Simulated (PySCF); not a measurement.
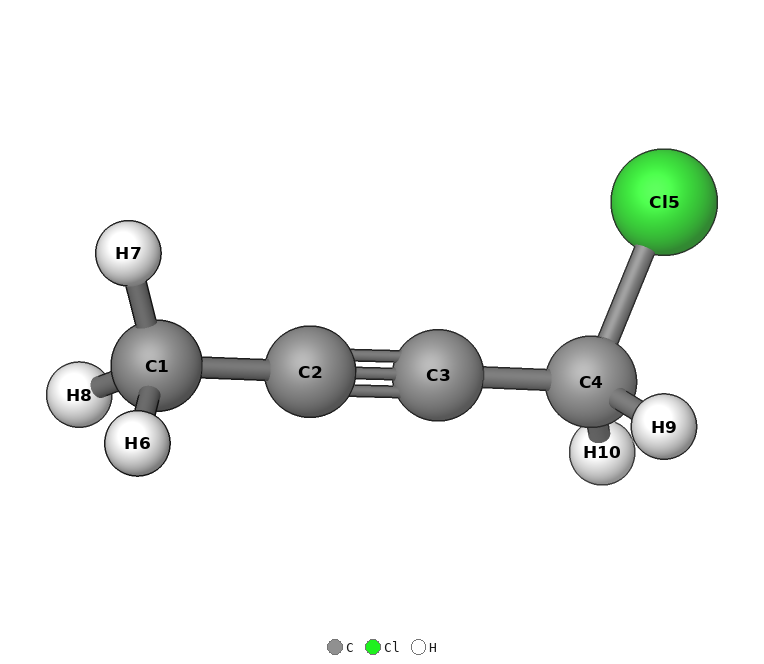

Computed geometry: PBE0-D3(BJ)/def2-SVP optimisation. No frequency run is at hand to confirm it as a minimum. Level of theory: delta-SCF UKS SCAN, pcX-2 on the ionised atom, pcseg-1 elsewhere, spin-free X2C (PySCF 2.14.0).

Give the core-electron binding energies (to vacuum; p and d levels without spin–orbit splitting) of C1 1s, C2 1s, C3 1s, C4 1s, Cl5 1s, Cl5 2p.

| atom | level | binding energy (eV) |
| --- | --- | --- |
| C1 | 1s | 291.8 |
| C2 | 1s | 290.6 |
| C3 | 1s | 290.4 |
| C4 | 1s | 293.0 |
| Cl5 | 1s | 2828.3 |
| Cl5 | 2p | 206.2 |
